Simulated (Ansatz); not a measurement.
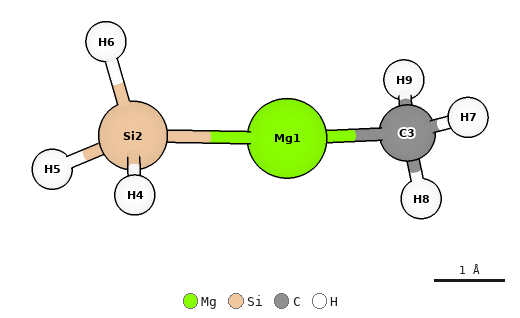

Starting structure of CH6MgSi. Style: ball-and-stick. Shown at a tilt.

It is one of the separated reactants of a reaction.

Method: Ansatz, RKS PBE0-D4/def2-TZVP.

Input file:
```yaml
crystal:
  periodic: [false, false, false]
  atoms:
    - {symbol: Mg, position_ang: [0.062556, -0.216948, -0.399317]}
    - {symbol: Si, position_ang: [2.063680, -0.247824, 1.234953]}
    - {symbol: C, position_ang: [-1.465809, -0.271934, -1.814769]}
    - {symbol: H, position_ang: [1.720381, 0.295289, 2.587884]}
    - {symbol: H, position_ang: [3.230035, 0.567498, 0.772154]}
    - {symbol: H, position_ang: [2.615158, -1.615003, 1.490498]}
    - {symbol: H, position_ang: [-2.368413, -0.752460, -1.421287]}
    - {symbol: H, position_ang: [-1.755725, 0.733241, -2.140382]}
    - {symbol: H, position_ang: [-1.175456, -0.826423, -2.713089]}
basis:
  gaussian: {orbitals: def2-TZVP}
hamiltonian: {xc: pbe0, dispersion: d4}
relax: {f_tol: 0.005, max_steps: 200}
```

Launched with:
```bash
ansatz run in.yaml --threads 4 --pin off --events-out ev --progress --plain --max-ram 9574MiB
```

**Predict the outcome.**

Mg1 moves most after the best rigid fit: 0.084 Å. By element the largest moves are Mg 0.084 Å, H 0.039 Å, Si 0.002 Å, C 0.001 Å. Bond angles that change, for instance: Si2–Mg1–C3 175.8° → 180.0°. After 4 geometry steps the energy has fallen by 0.07 kcal/mol. The largest force component goes from 0.075 to 0.0018 eV/Å. Cost: 8 s on 4 threads of Arm Neoverse V1 (shared host).

Final geometry:

```xyz
9

Mg    0.1100   -0.2609   -0.4530
Si    2.0653   -0.2476    1.2360
C    -1.4660   -0.2715   -1.8141
H     1.6862    0.3016    2.5749
H     3.2309    0.5745    0.7846
H     2.6210   -1.6098    1.5079
H    -2.3613   -0.7434   -1.3959
H    -1.7489    0.7421   -2.1166
H    -1.2110   -0.8196   -2.7272
```

The end point in the same view:

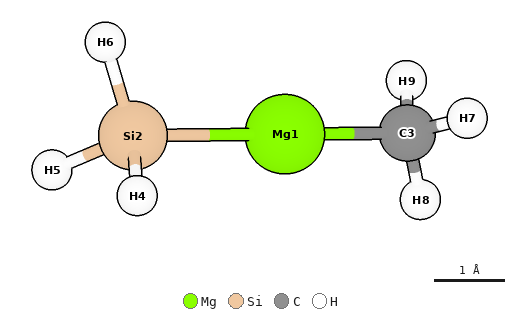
